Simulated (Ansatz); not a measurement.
**SiH3O−: an energy map over angle H4–Si2–H3 and angle H5–Si2–O1**

How does the energy of H₃OSi, SMILES [O-][SiH3], charge −1 change over two coordinates at once? A grid of runs gives the map.

Program: Ansatz 0.2.0. Level of theory: RKS PBE0-D4/def2-TZVPD. These are calculated values, not measurements.

### Step 1. Where the work starts

SMILES `[O-][SiH3]`, 5 atoms, charge -1, spin multiplicity 1.

Atoms are counted from 1 here; the program's logs count them from 0.

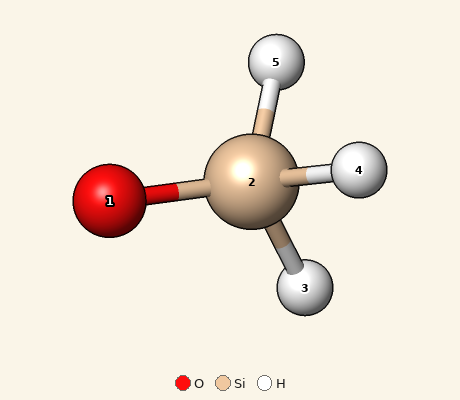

The starting geometry (oxygen red, silicon light orange, hydrogen white); atoms are numbered from 1 in the order of the file.

Geometry (Å):

```
O    -1.51481    0.28481    0.73444
Si   -0.08766    0.01658    0.04219
H    -0.08806   -0.25457   -1.48240
H     0.72583   -1.19465    0.56071
H     0.96470    1.14783    0.14506
```

This geometry comes from a loose relaxation at PBE in a small basis, which is not shown.

### Step 2. The minimum at this level

Contents of input.yaml:

```yaml
crystal:
  periodic: [false, false, false]
  atoms:
    - { symbol: O, position_ang: [-1.51481, 0.284812, 0.734442] }
    - { symbol: Si, position_ang: [-0.087662, 0.016578, 0.042188] }
    - { symbol: H, position_ang: [-0.088064, -0.254575, -1.482404] }
    - { symbol: H, position_ang: [0.725831, -1.19465, 0.560712] }
    - { symbol: H, position_ang: [0.964704, 1.147835, 0.145062] }
total_charge: -1
basis:
  gaussian: { orbitals: def2-TZVPD }
hamiltonian:
  xc: pbe0
  dispersion: d4
output:
  forces: true
relax:
  f_tol: 0.003
  max_steps: 120
```

Run with:

```bash
$ ansatz run input.yaml --threads 1 --pin off --max-ram 2560MiB --backend cpu --events-out ev --progress --plain --runs-dir out
```

The program printed (excerpt; [...] marks lines left out):

```text
Warning: RAYON_NUM_THREADS=1 ignored (pool sized by the plan → 1); use --threads N
[...]
Functional definition: PBE0
[...]
633 factors; their error is unknown
[...]
mean field -9970.45648245 eV, -366.4075175120 hartree, gradient 2.1e-5 eV, S^2 0.000000; 0 other end points of the search recorded, 0 dependent functions left out
[...]
reference -9970.45651486 eV, -366.4075187029 hartree; 13, 13 occupied and 97, 97 virtual orbitals, 633 factors
relax step   1: F+E_penalty+E_count = -9970.52598462 eV  Δ(F+E_penalty+E_count) = +0.000e0 eV  max|allowed force component| = 1.599e0 eV/Å  Δτ_max = 0.0000 Å  (23 SCF iters, accepted)
[...]
relax step   4: F+E_penalty+E_count = -9970.57532384 eV  Δ(F+E_penalty+E_count) = -8.188e-5 eV  max|allowed force component| = 8.317e-3 eV/Å  Δτ_max = 0.0028 Å  (23 SCF iters, accepted)
[...]
relax step   5: F+E_penalty+E_count = -9970.57533503 eV  Δ(F+E_penalty+E_count) = -1.119e-5 eV  max|allowed force component| = 1.252e-4 eV/Å  Δτ_max = 0.0012 Å  (19 SCF iters, accepted)
633 factors; their error is unknown
mean field -9970.50558605 eV, -366.4093220358 hartree, gradient 7.1e-5 eV, S^2 0.000000; 1 other end points of the search recorded, 0 dependent functions left out
[...]
reference -9970.50561829 eV, -366.4093232206 hartree; 13, 13 occupied and 97, 97 virtual orbitals, 633 factors
Total energy: -9970.57536727 eV, -366.4118864485 hartree
Atom 0 at    -1.479648     0.278208     0.717369 Å, force    -0.000125     0.000021     0.000057 eV/Å
Atom 1 at    -0.092018     0.017299     0.044620 Å, force     0.000085     0.000001    -0.000079 eV/Å
Atom 2 at    -0.090917    -0.250577    -1.463159 Å, force    -0.000037    -0.000064    -0.000043 eV/Å
Atom 3 at     0.713255    -1.180582     0.556278 Å, force     0.000032     0.000117    -0.000027 eV/Å
Atom 4 at     0.949327     1.135652     0.144892 Å, force     0.000044    -0.000074     0.000092 eV/Å
Dipole moment:     0.331541    -0.062340    -0.160729 e Å
```

It took 12 s on 1 thread of Arm Neoverse V1, shared host; peak memory 0.16 GiB.

The steps of the relaxation:

```csv
step,energy from step 1 (eV),largest force component (eV/Å)
1,0.0000,1.5988
2,-0.0377,0.8558
3,-0.0493,0.0421
4,-0.0493,0.0083
5,-0.0493,0.0001
```

Close pairs (by a distance rule), those that changed most:

```csv
bond,before (Å),after (Å),change (Å)
O1–Si2,1.609,1.564,-0.045
Si2–H3,1.549,1.531,-0.017
Si2–H5,1.548,1.531,-0.017
Si2–H4,1.548,1.531,-0.017
```

### Step 3. Setting up the map

The axes are (1) angle H4–Si2–H3: 15 values from 76.1 to 126.1 °; (2) angle H5–Si2–O1: 15 values from 82 to 152 °.

Nothing else is relaxed (all other coordinates rigid). Energies count from the relaxed molecule at the same level. Points are written as (first, second).

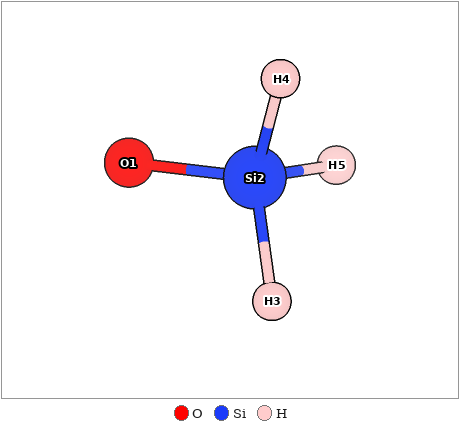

The geometry at (101.1°, 92°).

Of the runs on the grid, 3 are shown in the steps below; the others differ only in the two coordinates.

### Step 4. Grid point (101.1°, 92°)

Contents of input.yaml:

```yaml
crystal:
  periodic: [false, false, false]
  atoms:
    - { symbol: O, position_ang: [-1.479648, 0.278208, 0.717369] }
    - { symbol: Si, position_ang: [-0.092018, 0.017299, 0.04462] }
    - { symbol: H, position_ang: [-0.090917, -0.250577, -1.463159] }
    - { symbol: H, position_ang: [0.713131, -1.180184, 0.557402] }
    - { symbol: H, position_ang: [0.432401, 1.392136, 0.468856] }
total_charge: -1
basis:
  gaussian: { orbitals: def2-TZVPD }
hamiltonian:
  xc: pbe0
  dispersion: d4
output:
  forces: true
```

Run with:

```bash
$ ansatz run input.yaml --threads 1 --pin off --max-ram 2560MiB --backend cpu --events-out ev --progress --plain --runs-dir out
```

The program printed (excerpt; [...] marks lines left out):

```text
Warning: RAYON_NUM_THREADS=1 ignored (pool sized by the plan → 1); use --threads N
[...]
[... 1 set-up line as earlier in the session ...]
[...]
633 factors; their error is unknown
[...]
mean field -9969.96892836 eV, -366.3896002296 hartree, gradient 2.6e-5 eV, S^2 0.000000; 0 other end points of the search recorded, 0 dependent functions left out
[...]
reference -9969.96896117 eV, -366.3896014354 hartree; 13, 13 occupied and 97, 97 virtual orbitals, 633 factors
Total energy: -9970.03812555 eV, -366.3921431795 hartree
Atom 0 at    -1.479648     0.278208     0.717369 Å, force    -0.954915    -0.919329    -0.044369 eV/Å
Atom 1 at    -0.092018     0.017299     0.044620 Å, force    -1.106427     0.824193     0.822767 eV/Å
Atom 2 at    -0.090917    -0.250577    -1.463159 Å, force     0.322253     0.181192    -0.001807 eV/Å
Atom 3 at     0.713131    -1.180184     0.557402 Å, force     0.297729     0.209755    -0.065766 eV/Å
Atom 4 at     0.432401     1.392136     0.468856 Å, force     1.441360    -0.295811    -0.710827 eV/Å
Dipole moment:     0.429820    -0.128638    -0.230595 e Å
```

It took 2.3 s on 1 thread of Arm Neoverse V1, shared host; peak memory 0.15 GiB.

Energy on the map's scale: 12.4 kcal/mol.

### Step 5. Grid point (101.1°, 117°)

Changes to input.yaml since step 4:

```diff
@@ -7,3 +7,3 @@
     - { symbol: H, position_ang: [0.713131, -1.180184, 0.557402] }
-    - { symbol: H, position_ang: [0.432401, 1.392136, 0.468856] }
+    - { symbol: H, position_ang: [0.950079, 1.135005, 0.144294] }
 total_charge: -1
```

Run with:

```bash
$ ansatz run input.yaml --threads 1 --pin off --max-ram 2560MiB --backend cpu --events-out ev --progress --plain --runs-dir out
```

The program printed (excerpt; [...] marks lines left out):

```text
Warning: RAYON_NUM_THREADS=1 ignored (pool sized by the plan → 1); use --threads N
[...]
[... 1 set-up line as earlier in the session ...]
[...]
633 factors; their error is unknown
[...]
mean field -9970.50558304 eV, -366.4093219253 hartree, gradient 1.8e-5 eV, S^2 0.000000; 0 other end points of the search recorded, 0 dependent functions left out
[...]
reference -9970.50561528 eV, -366.4093231101 hartree; 13, 13 occupied and 97, 97 virtual orbitals, 633 factors
Total energy: -9970.57536431 eV, -366.4118863398 hartree
Atom 0 at    -1.479648     0.278208     0.717369 Å, force     0.000203     0.001950    -0.000644 eV/Å
Atom 1 at    -0.092018     0.017299     0.044620 Å, force     0.001669    -0.001301     0.001454 eV/Å
Atom 2 at    -0.090917    -0.250577    -1.463159 Å, force    -0.000094    -0.001621     0.000547 eV/Å
Atom 3 at     0.713131    -1.180184     0.557402 Å, force    -0.000196    -0.001012    -0.002274 eV/Å
Atom 4 at     0.950079     1.135005     0.144294 Å, force    -0.001582     0.001984     0.000917 eV/Å
Dipole moment:     0.331384    -0.062305    -0.160853 e Å
```

It took 2 s on 1 thread of Arm Neoverse V1, shared host; peak memory 0.15 GiB.

Energy on the map's scale: 0.0 kcal/mol.

### Step 6. The run at (93.9°, 152°)

Changes to input.yaml since step 5:

```diff
@@ -6,4 +6,4 @@
     - { symbol: H, position_ang: [-0.090917, -0.250577, -1.463159] }
-    - { symbol: H, position_ang: [0.713131, -1.180184, 0.557402] }
-    - { symbol: H, position_ang: [0.950079, 1.135005, 0.144294] }
+    - { symbol: H, position_ang: [0.726721, -1.234401, 0.373389] }
+    - { symbol: H, position_ang: [1.331698, 0.441766, -0.326901] }
 total_charge: -1
```

Run with:

```bash
$ ansatz run input.yaml --threads 1 --pin off --max-ram 2560MiB --backend cpu --events-out ev --progress --plain --runs-dir out
```

The program printed (excerpt; [...] marks lines left out):

```text
Warning: RAYON_NUM_THREADS=1 ignored (pool sized by the plan → 1); use --threads N
[...]
[... 1 set-up line as earlier in the session ...]
[...]
633 factors; their error is unknown
[...]
mean field -9969.41803765 eV, -366.3693553694 hartree, gradient 3.0e-5 eV, S^2 0.000000; 0 other end points of the search recorded, 0 dependent functions left out
[...]
reference -9969.41806852 eV, -366.3693565037 hartree; 13, 13 occupied and 97, 97 virtual orbitals, 633 factors
Total energy: -9969.48727509 eV, -366.3718997982 hartree
Atom 0 at    -1.479648     0.278208     0.717369 Å, force     0.582075     0.872264     0.422169 eV/Å
Atom 1 at    -0.092018     0.017299     0.044620 Å, force     0.879298    -2.295812    -1.896624 eV/Å
Atom 2 at    -0.090917    -0.250577    -1.463159 Å, force    -0.836793    -0.092134    -0.195618 eV/Å
Atom 3 at     0.726721    -1.234401     0.373389 Å, force    -0.692629    -0.536314     0.646947 eV/Å
Atom 4 at     1.331698     0.441766    -0.326901 Å, force     0.068050     2.051996     1.023127 eV/Å
Dipole moment:     0.185888     0.093794     0.001672 e Å
```

Wall time 2.2 s (1 thread of Arm Neoverse V1, shared host); peak memory 0.15 GiB.

On the map this point reads 25.1 kcal/mol.

### Step 7. All points together

225 points were computed. Energies in kcal/mol, from the relaxed molecule at the same level:

```csv
"angle H5–Si2–O1 (°) ↓, angle H4–Si2–H3 (°) →",76.1,79.6,83.2,86.8,90.3,93.9,97.5,101.1,104.6,108.2,111.8,115.3,118.9,122.5,126.1
152,35.7,32.8,30.3,28.2,26.5,25.1,24.1,23.5,23.2,23.3,23.7,24.4,25.5,26.9,28.6
147,29.1,26.2,23.7,21.6,19.9,18.6,17.7,17.2,17.1,17.3,17.9,18.8,20.0,21.6,23.5
142,23.6,20.7,18.2,16.1,14.5,13.2,12.4,12.0,11.9,12.3,13.0,14.0,15.4,17.1,19.2
137,19.2,16.2,13.7,11.6,10.0,8.8,8.0,7.7,7.7,8.1,8.9,10.1,11.6,13.5,15.8
132,15.8,12.8,10.2,8.1,6.6,5.4,4.6,4.3,4.4,4.9,5.8,7.1,8.7,10.8,13.1
127,13.4,10.4,7.8,5.7,4.1,2.9,2.2,1.9,2.1,2.7,3.6,5.0,6.7,8.8,11.3
122,12.0,8.9,6.3,4.2,2.6,1.4,0.7,0.5,0.7,1.3,2.3,3.7,5.6,7.8,10.4
117,11.6,8.5,5.8,3.7,2.1,0.9,0.2,0.0,0.2,0.9,2.0,3.4,5.3,7.6,10.3
112,12.2,9.0,6.3,4.2,2.5,1.4,0.7,0.5,0.7,1.4,2.5,4.0,6.0,8.4,11.1
107,13.7,10.6,7.8,5.6,4.0,2.8,2.1,1.9,2.2,2.9,4.1,5.6,7.6,10.0,12.8
102,16.3,13.1,10.3,8.1,6.5,5.3,4.6,4.4,4.7,5.4,6.6,8.1,10.2,12.6,15.5
97,19.9,16.6,13.8,11.6,10.0,8.8,8.1,7.9,8.1,8.9,10.1,11.7,13.7,16.2,19.1
92,24.4,21.2,18.4,16.1,14.5,13.3,12.6,12.4,12.7,13.4,14.6,16.2,18.3,20.8,23.8
87,30.0,26.7,23.9,21.7,20.0,18.8,18.1,17.9,18.2,19.0,20.2,21.8,23.9,26.5,29.4
82,36.4,33.2,30.4,28.2,26.5,25.3,24.7,24.5,24.8,25.6,26.8,28.4,30.5,33.1,36.1
```

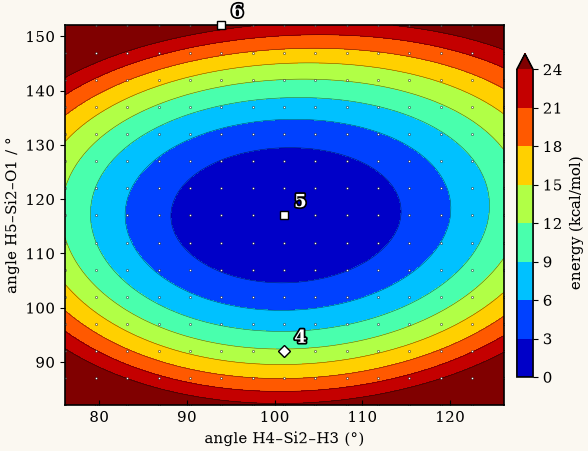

The map; numbers mark the steps of this session that print a point's run. In the figure: filled contours, dots at the grid points, one colour for all values above the top of the scale. Between grid points the surface is interpolated.

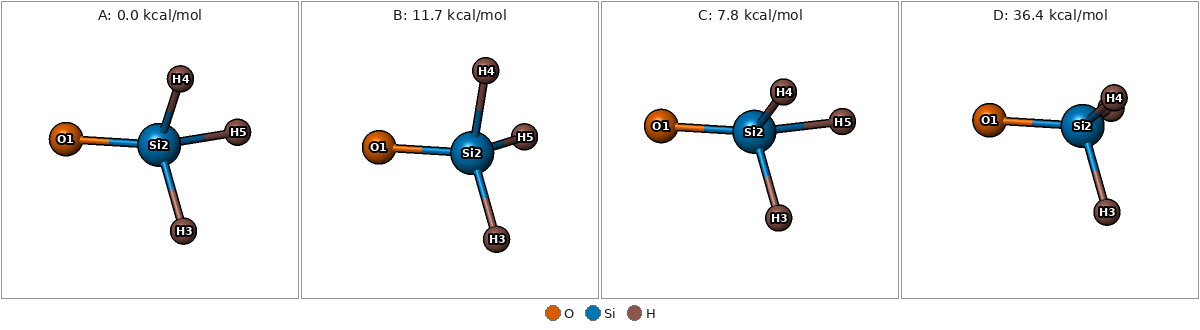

Structures on the grid, at one scale: A at (101.1°, 117°); B at (115.3°, 97°); C at (83.2°, 127°); D at (76.1°, 82°).

The largest force on an atom (eV/Å) at each point:

```
angle H5–Si2–O1 (°) ↓, angle H4–Si2–H3 (°) →  76.1  79.6  83.2  86.8  90.3  93.9  97.5  101.1  104.6  108.2  111.8  115.3  118.9  122.5  126.1
                                         152  3.80  3.69  3.57  3.42  3.27  3.10  2.93   2.75   2.57   2.39   2.22   2.05   1.99   1.94   1.87
                                         147  3.48  3.37  3.24  3.09  2.92  2.75  2.57   2.38   2.20   2.02   1.85   1.75   1.70   1.66   1.60
                                         142  3.16  3.04  2.89  2.73  2.56  2.38  2.19   2.00   1.82   1.64   1.49   1.46   1.42   1.38   1.34
                                         137  2.83  2.70  2.54  2.37  2.19  2.00  1.80   1.61   1.42   1.25   1.19   1.16   1.14   1.11   1.11
                                         132  2.50  2.35  2.19  2.00  1.81  1.61  1.40   1.20   1.03   0.91   0.89   0.88   0.86   1.00   1.16
                                         127  2.18  2.03  1.84  1.64  1.44  1.22  1.00   0.80   0.63   0.61   0.60   0.71   0.88   1.05   1.23
                                         122  1.90  1.73  1.53  1.31  1.09  0.85  0.61   0.40   0.31   0.38   0.56   0.79   1.04   1.27   1.50
                                         117  1.66  1.48  1.26  1.03  0.79  0.54  0.27   0.00   0.27   0.54   0.81   1.07   1.32   1.57   1.81
                                         112  1.59  1.34  1.10  0.86  0.64  0.42  0.32   0.38   0.60   0.86   1.13   1.38   1.64   1.89   2.12
                                         107  1.61  1.36  1.12  0.88  0.66  0.64  0.64   0.74   0.95   1.19   1.45   1.70   1.95   2.20   2.43
                                         102  1.63  1.39  1.14  0.99  0.98  0.97  0.96   1.07   1.28   1.51   1.75   2.00   2.24   2.48   2.71
                                          97  1.65  1.41  1.33  1.31  1.31  1.30  1.30   1.37   1.56   1.79   2.03   2.26   2.50   2.74   2.96
                                          92  1.67  1.66  1.65  1.64  1.64  1.63  1.63   1.63   1.80   2.02   2.25   2.48   2.71   2.94   3.16
                                          87  1.97  1.97  1.97  1.96  1.96  1.96  1.97   1.97   1.97   2.17   2.40   2.63   2.86   3.08   3.29
                                          82  2.24  2.25  2.26  2.26  2.27  2.27  2.28   2.28   2.29   2.30   2.46   2.68   2.91   3.13   3.34
```

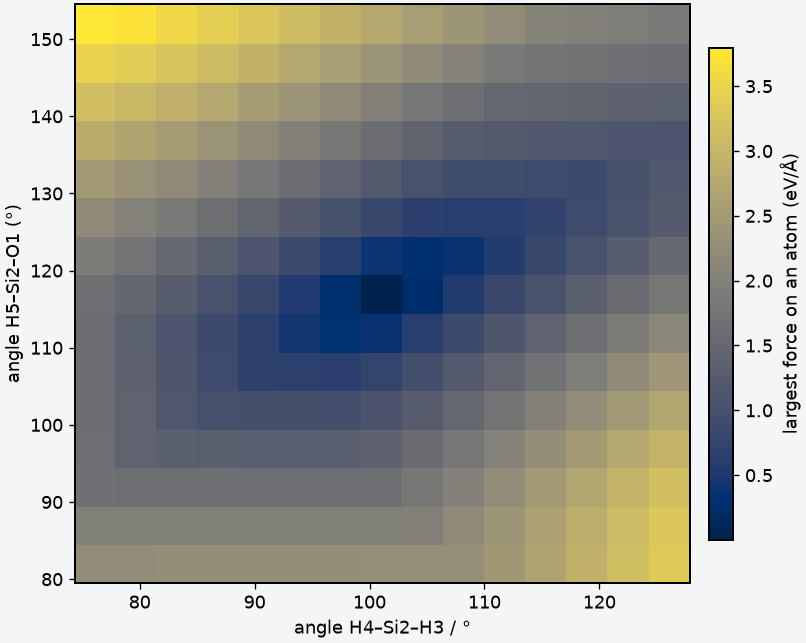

The largest force on an atom over the grid. In the figure: one coloured cell a grid point.

### Step 8. Results

| quantity | value |
| --- | --- |
| lowest point | (101.1°, 117°), 0.0 kcal/mol |
| highest computed point | (76.1°, 82°), 36.4 kcal/mol above the lowest |
| largest force on an atom (eV/Å) | 0.00 at (101.1°, 117°) to 3.80 at (76.1°, 152°); 0.00 at the lowest point |
| time for the whole task | 8.5 min on 1 thread, shared host |

**Reading.** The lowest computed point is at (101.1°, 117°), 0.0 kcal/mol from the relaxed molecule at the same level. The grid shows no other well, apart from its symmetry copies. The highest computed point, (76.1°, 82°), lies 36.4 kcal/mol above the lowest. Round the minimum the two coordinates are nearly uncoupled.
